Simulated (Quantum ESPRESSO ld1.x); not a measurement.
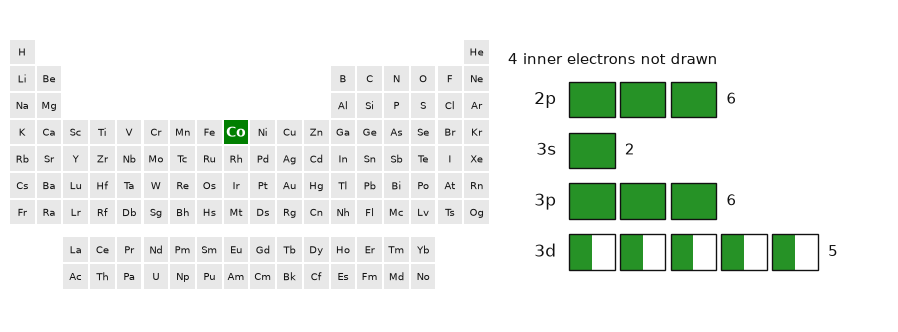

Left, the place of cobalt in the periodic table; right, the outer shells as the input fills them: a box for each of the 2l + 1 orbitals, shaded by the share of the shell that is filled, with the electron count at the right.

**Co⁴⁺: atomic calculation**

Co⁴⁺ (Z = 27, 23 electrons) in the configuration [Ar] 3d5 (high spin). Computed at this level: scalar-relativistic Kohn-Sham, LDA (Slater exchange, VWN5 correlation), spin-polarised, spherical densities, point nucleus (Quantum ESPRESSO ld1.x 7.5).

**Input**
```
 &input
    zed=27.0,
    iswitch=1,
    rel=1,
    lsd=1,
    dft='SLA-VWN',
    config='[Ar] 3d5',
    verbosity='high',
    prefix='ld1',
    max_out_wfc=37,
    file_charge='ld1.rho',
 /
```

**The program's output**
```
     Program LD1 v.7.5 starts

     --------------------------- All-electron run ----------------------------

     scalar relativistic calculation

     atomic number is 27.00
     dft =SLA-VWN   lsd =1 sic =0 latt =0  beta=0.20 tr2=1.0E-14
     Exchange-correlation= SLA-VWN
                           (   1   2   0   0   0   0   0)
     mesh =1989 r(mesh) = 100.29974 a.u. xmin = -8.00 dx = 0.00800
     1 Ry =  13.60569312 eV, c = 137.03599908

     n l     nl                  e(Ry)          e(Ha)          e(eV)
     1 0     1S 1( 1.00)    -561.414900978    -280.707450489  -7638.4388574
     2 0     2S 1( 1.00)     -70.647732821     -35.323866410   -961.2113726
     2 1     2P 1( 3.00)     -61.233845495     -30.616922748   -833.1289105
     3 0     3S 1( 1.00)     -12.086651709      -6.043325854   -164.4472740
     3 1     3P 1( 3.00)      -9.374595465      -4.687297733   -127.5478691
     3 2     3D 1( 5.00)      -5.033296498      -2.516648249    -68.4814875
     1 0     1S 2( 1.00)    -561.412762547    -280.706381273  -7638.4097625
     2 0     2S 2( 1.00)     -70.401135522     -35.200567761   -957.8562454
     2 1     2P 2( 3.00)     -61.043814585     -30.521907293   -830.5434083
     3 0     3S 2( 1.00)     -11.617656508      -5.808828254   -158.0662693
     3 1     3P 2( 3.00)      -8.916172854      -4.458086427   -121.3107117
     3 2     3D 2( 0.00)      -4.588980902      -2.294490451    -62.4362659

     final scf error:  9.9E-15 reached in  28 iterations

     Etot =   -2773.438042 Ry,   -1386.719021 Ha,  -37734.546900 eV
     Total magnetization:    5.00 Bohr mag.

     Ekin =    2808.370035 Ry,    1404.185017 Ha,   38209.820869 eV
     Encl =   -6545.924243 Ry,   -3272.962122 Ha,  -89061.836458 eV
     Eh   =    1074.942334 Ry,     537.471167 Ha,   14625.335522 eV
     Exc  =    -110.826168 Ry,     -55.413084 Ha,   -1507.866833 eV

     normalization and overlap integrals

     s(1S/1S) =  1.000000  <r> =   0.0563  <r2> =    0.0043  r(max) =   0.0367
     s(1S/2S) = -0.003427
     s(1S/3S) = -0.001298
     s(2S/2S) =  1.000000  <r> =   0.2563  <r2> =    0.0775  r(max) =   0.2136
     s(2S/3S) = -0.000742
     s(2P/2P) =  1.000000  <r> =   0.2255  <r2> =    0.0625  r(max) =   0.1721
     s(2P/3P) = -0.000596
     s(3S/3S) =  1.000000  <r> =   0.7603  <r2> =    0.6652  r(max) =   0.6651
     s(3P/3P) =  1.000000  <r> =   0.7901  <r2> =    0.7312  r(max) =   0.6704
     s(3D/3D) =  1.000000  <r> =   0.8685  <r2> =    0.9315  r(max) =   0.6339
     s(1S/1S) =  1.000000  <r> =   0.0563  <r2> =    0.0043  r(max) =   0.0367
     s(1S/2S) = -0.003435
     s(1S/3S) = -0.001286
     s(2S/2S) =  1.000000  <r> =   0.2557  <r2> =    0.0772  r(max) =   0.2136
     s(2S/3S) = -0.000738
     s(2P/2P) =  1.000000  <r> =   0.2249  <r2> =    0.0621  r(max) =   0.1721
     s(2P/3P) = -0.000591
     s(3S/3S) =  1.000000  <r> =   0.7648  <r2> =    0.6736  r(max) =   0.6651
     s(3P/3P) =  1.000000  <r> =   0.7973  <r2> =    0.7456  r(max) =   0.6704
     s(3D/3D) =  1.000000  <r> =   0.8954  <r2> =    0.9978  r(max) =   0.6441

     ------------------------ End of All-electron run ------------------------
```

**Orbitals**

| orbital | occupation | energy (eV) | ⟨r⟩ (bohr) | outer maximum (bohr) |
| --- | --- | --- | --- | --- |
| 1s up | 1 | −7638.4 | 0.05629 | 0.0367 |
| 1s down | 1 | −7638.4 | 0.05628 | 0.0367 |
| 2s up | 1 | −961.211 | 0.2563 | 0.214 |
| 2s down | 1 | −957.856 | 0.2557 | 0.214 |
| 2p up | 3 | −833.129 | 0.2255 | 0.172 |
| 2p down | 3 | −830.543 | 0.2249 | 0.172 |
| 3s up | 1 | −164.447 | 0.7603 | 0.665 |
| 3s down | 1 | −158.066 | 0.7648 | 0.665 |
| 3p up | 3 | −127.548 | 0.7901 | 0.670 |
| 3p down | 3 | −121.311 | 0.7973 | 0.670 |
| 3d up | 5 | −68.481 | 0.8685 | 0.634 |
| 3d down | 0 | −62.436 | 0.8954 | 0.644 |

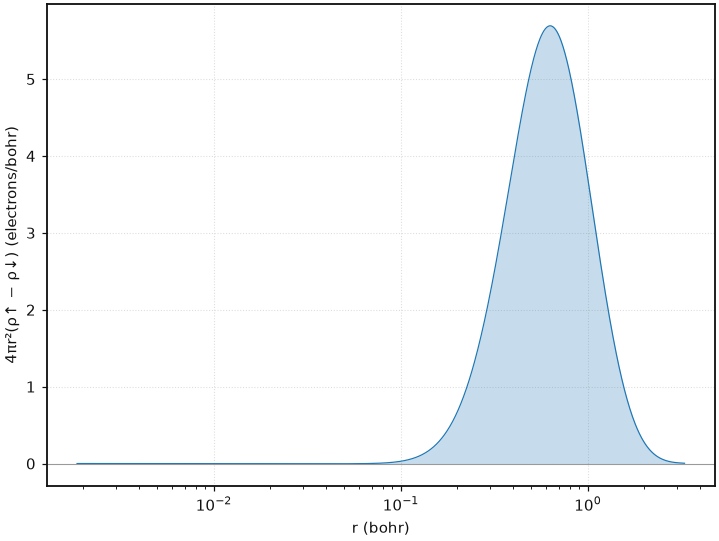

The radial spin density. The curve integrates to 5 unpaired electrons, held by 3d (+5). Its largest value, 5.69 electrons/bohr, lies near r = 0.63 bohr. Regions of the opposite sign are negligible.

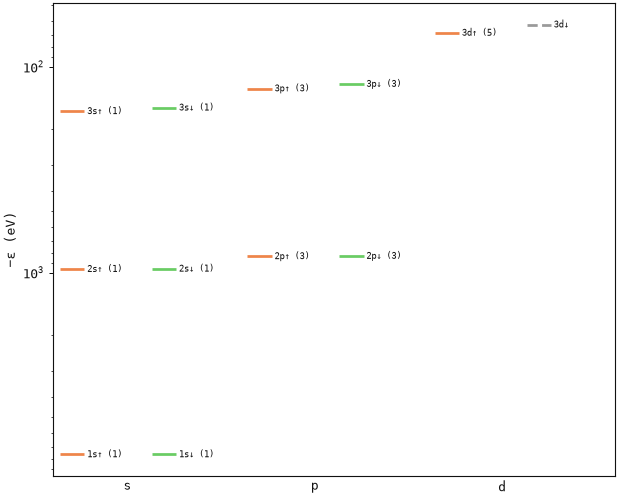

The occupied levels and a few empty ones, on a logarithmic scale of binding energy, are drawn by angular momentum (occupations in brackets, up spins at the left of each column and down spins at the right, empty levels dashed). The highest occupied level is 3d up at −68.5 eV. The highest 7 occupied levels, from the top down, are 3d up (−68.5 eV), 3p down (−121.3 eV), 3p up (−127.5 eV), 3s down (−158.1 eV), 3s up (−164.4 eV), 2p down (−830.5 eV), 2p up (−833.1 eV). The lowest empty level drawn is 3d down at −62.4 eV. The largest exchange splitting (down less up) among the shells drawn in both spins is that of 3s, 6.38 eV. The semi-empirical ionisation energy (NIST) is 79.5 eV; minus the highest level, 68.5 eV, lies 14 % below it, as is usual for a semilocal functional, whose potential decays too fast.

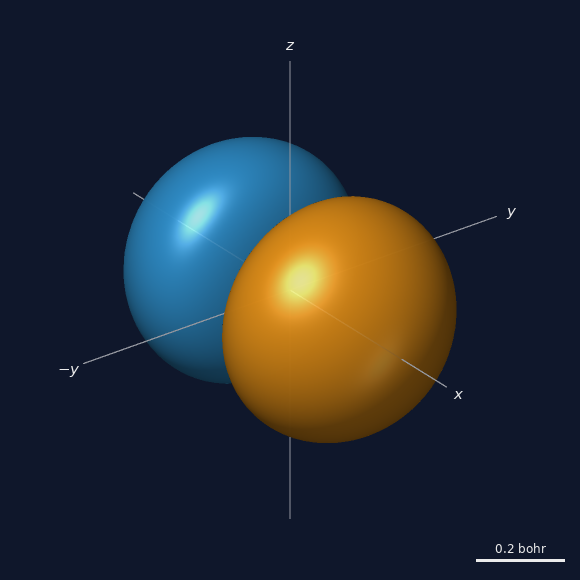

The 2p(x) orbital of up spin. The radial function comes from the spherical calculation and is multiplied by a real spherical harmonic; the overall sign is chosen so that the largest lobe of P(r) is positive; at the scalar-relativistic level it is the large component. The surface of constant |ψ| that holds about 90 % of the electron is drawn, orange where ψ is positive and blue where it is negative. It has the nodal plane yz and no radial node. The maximum of P² lies at 0.172 bohr, ⟨r⟩ = 0.226 bohr, 90 % of the charge lies within 0.369 bohr, and the eigenvalue is −833.1 eV, with 3 electrons in the shell for this spin.

**Summary**

```
                       quantity                      value
                        outcome                  converged
                   total energy         −1386.7190 hartree
                 kinetic energy          1404.1850 hartree
        electron–nucleus energy         −3272.9621 hartree
                 Hartree energy         537.471167 hartree
    exchange–correlation energy         −55.413084 hartree
radius at density 0.001 e/bohr³                  2.46 bohr
                 SCF iterations                         28
                       hardware  1 CPU thread, shared host
                      wall time                     0.75 s
```
